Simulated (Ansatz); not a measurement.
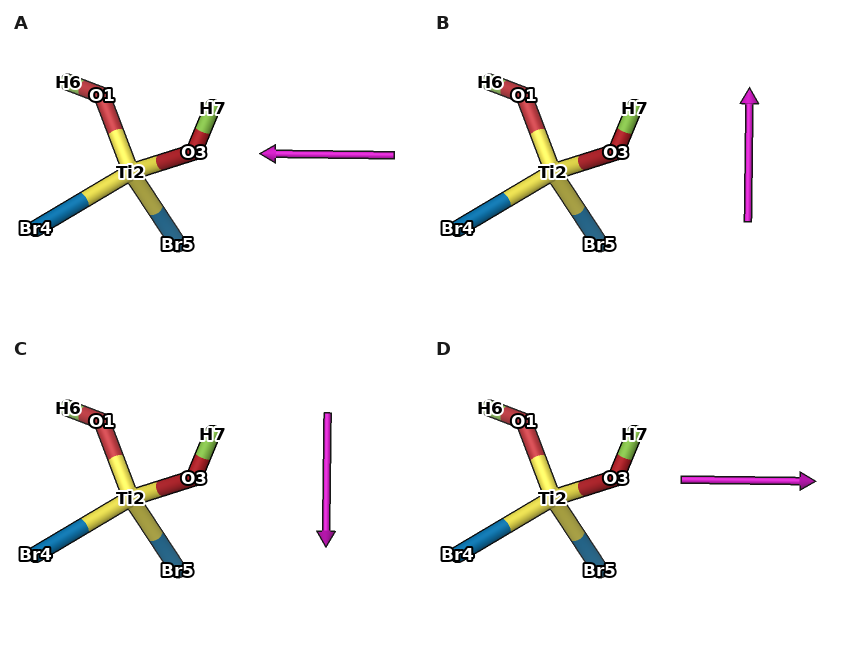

The same molecule four times, each with an arrow. The species is neutral and a spin singlet. The computed structure is the end point of a PBE-D4/def2-SVP optimisation. No frequency run is at hand to confirm it as a minimum. Method: RKS PBE-D4/def2-SVP (Ansatz 0.2.0).

Question: Which arrow points along the dipole moment, from the negative to the positive end?

Answer: B. The dipole moment is 3.42 D; it points from the side of Br4, Br5 to the side of H6 (the outermost atoms at the two ends).
